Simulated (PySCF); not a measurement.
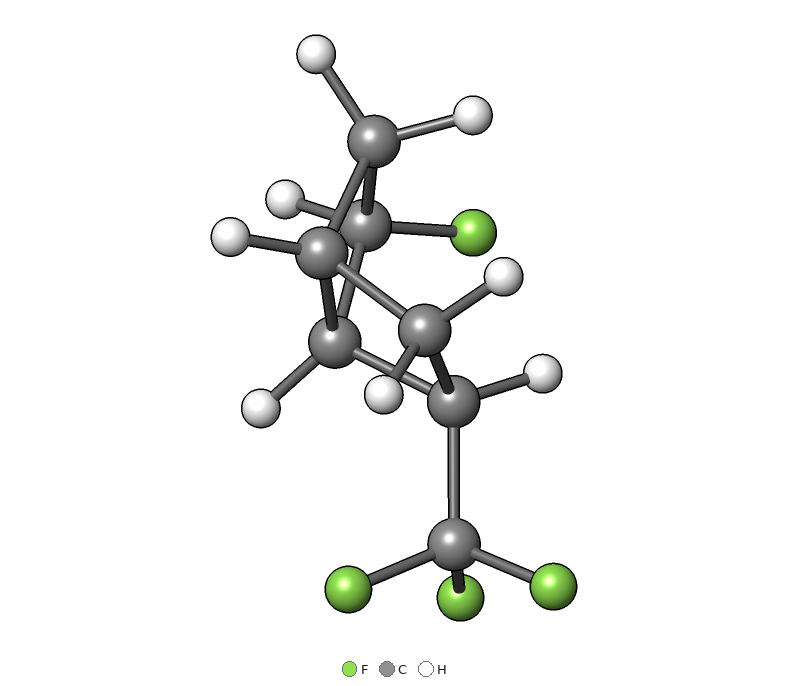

Figure made from data computed with PySCF.

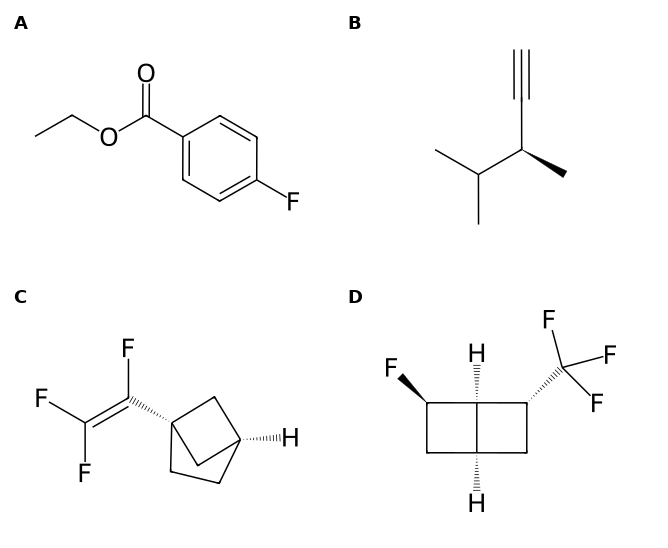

Which structural formula matches the 3D model?

Answer. D, `F[C@@H]1C[C@@H]2C[C@@H](C(F)(F)F)[C@@H]21`.
